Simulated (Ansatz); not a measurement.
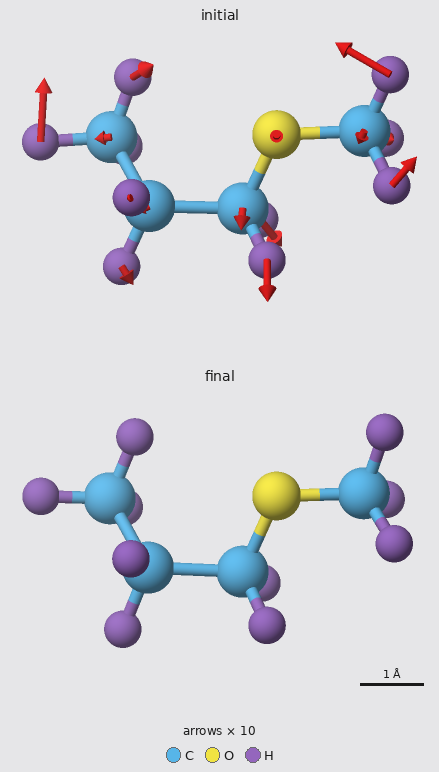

The structure of C4H10O (coarse preliminary run) before (top) and after (bottom) a relaxation, at one scale. The red arrows give the displacements, 10 times their true length.

The picture is a ball-and-stick view, seen at a tilt.

The start comes from a force field.

The calculation used Ansatz 0.2.0, RKS PBE-D4/def2-SVP.

The input:
```yaml
crystal:
  periodic: [false, false, false]
  atoms:
    - {symbol: C, position_ang: [-1.589200, -0.720200, -1.026400]}
    - {symbol: C, position_ang: [-0.369200, -1.292400, -0.324600]}
    - {symbol: C, position_ang: [0.655900, -0.235600, -0.010800]}
    - {symbol: O, position_ang: [0.122200, 0.699200, 0.881000]}
    - {symbol: C, position_ang: [1.013900, 1.750900, 1.196100]}
    - {symbol: H, position_ang: [-1.331800, -0.280800, -2.007900]}
    - {symbol: H, position_ang: [-2.287700, -1.588400, -1.279200]}
    - {symbol: H, position_ang: [-2.085800, 0.025200, -0.473800]}
    - {symbol: H, position_ang: [0.066200, -2.095900, -0.947400]}
    - {symbol: H, position_ang: [-0.676200, -1.796400, 0.624500]}
    - {symbol: H, position_ang: [1.528800, -0.688800, 0.440100]}
    - {symbol: H, position_ang: [0.980700, 0.212500, -0.915700]}
    - {symbol: H, position_ang: [0.605700, 2.455600, 1.899300]}
    - {symbol: H, position_ang: [1.954900, 1.299600, 1.655400]}
    - {symbol: H, position_ang: [1.337900, 2.305500, 0.251200]}
basis:
  gaussian: {orbitals: def2-SVP}
hamiltonian: {xc: pbe, dispersion: d4}
relax: {f_tol: 0.03, max_steps: 200}
```

Question: What changed between the two?

Answer: The largest moves after the best rigid fit, 0.10 Å, are those of H7 and H13. Largest moves by element: H 0.10 Å, C 0.04 Å, O 0.02 Å. Some distances before and after: C3–H12 1.061 → 1.123 Å, C1–H8 1.052 → 1.108 Å, C3–H11 1.082 → 1.121 Å, C1–H7 1.143 → 1.108 Å. Among the angles between lasting bonds that change: O4–C5–H13 113.2° → 107.9°, O4–C5–H14 108.4° → 112.3°, C2–C1–H7 107.9° → 111.7°. Over 3 geometry steps the energy falls by 0.277 eV. The largest force component goes from 2.5 to 0.021 eV/Å.
